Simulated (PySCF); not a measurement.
## Electronic structure of GaP (triplet) in real space

```xyz
2

Ga    0.0000    0.0000   -0.7702
P     0.0000    0.0000    1.7138
```

Computed with PySCF, PBE0/cc-pVDZ(-PP), non-relativistic Hamiltonian with scalar-relativistic core potentials where named, at a bond length of 2.484 Å.

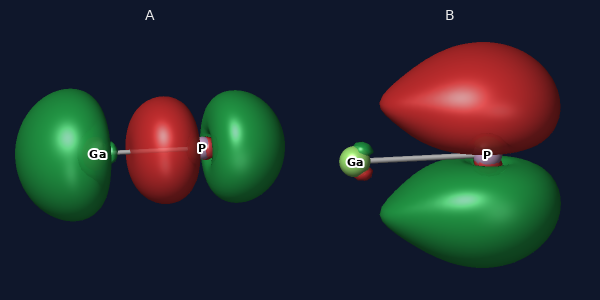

Figure 1. Two frontier α-spin orbitals, each drawn at the value that holds 80 % of its norm (green and red are the two phases), in no order; of a degenerate pair one member is drawn.

Label each orbital by symmetry, say whether it is occupied, and order them by energy.

Answer. Orbital B: π, occupied in this spin, −6.96 eV; mainly on P (90 %).
Orbital A: σ, occupied in this spin, −5.81 eV; shared between the atoms (Ga 45 %, P 55 %).

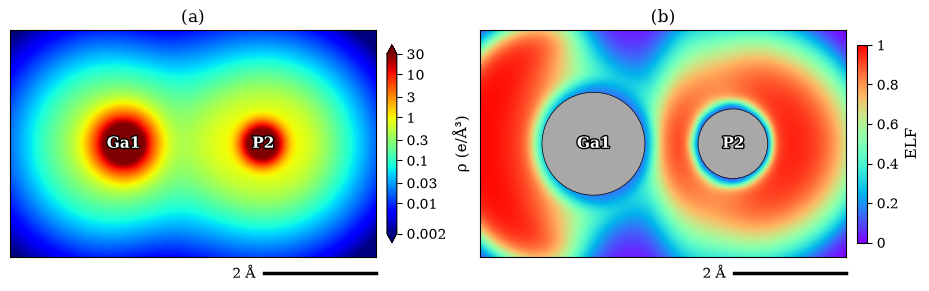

Figure 2. (a) total electron density; (b) ELF on a plane that holds the molecular axis. Grey discs cover the atomic cores in the ELF map.

What do the fields say about this system?

Answer.
- The plane passes through Ga and P nuclei.
- Ga–P (2.48 Å): ρ at the midpoint is about 0.48 e/Å³; the ELF peaks at about 0.90 in the valence shell of P, 1.0 Å from its nucleus, and is about 0.75 at the midpoint.
- The ELF also peaks beside P2, away from the bonds: non-bonding electrons, paired or unpaired.

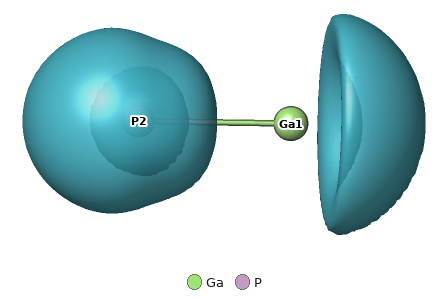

Figure 3. Isosurface of the electron localisation function at 0.75 (cyan), seen from one side. Only the valence region is drawn (cores and ρ < 0.01 e/Å³ removed).

Where are the electrons localised?

Answer. The ELF exceeds this value in one region on P in which the atom's valence shell and bonds are merged and one lobe on Ga, pointing away from the bonds (non-bonding electrons).

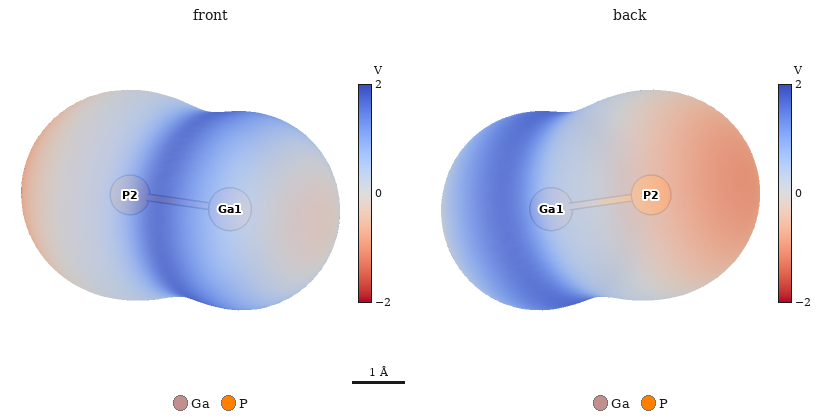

Figure 4. The molecular electrostatic potential painted on the density surface at 0.002 e/bohr³, seen from the front and from behind; red is negative and blue positive.

Where is the surface potential most negative and most positive?

Answer. The most negative region (about −1.0 V, or −23 kcal/mol for a unit charge) lies over P2, the most positive (about +1.6 V, or +37 kcal/mol for a unit charge) over Ga1.
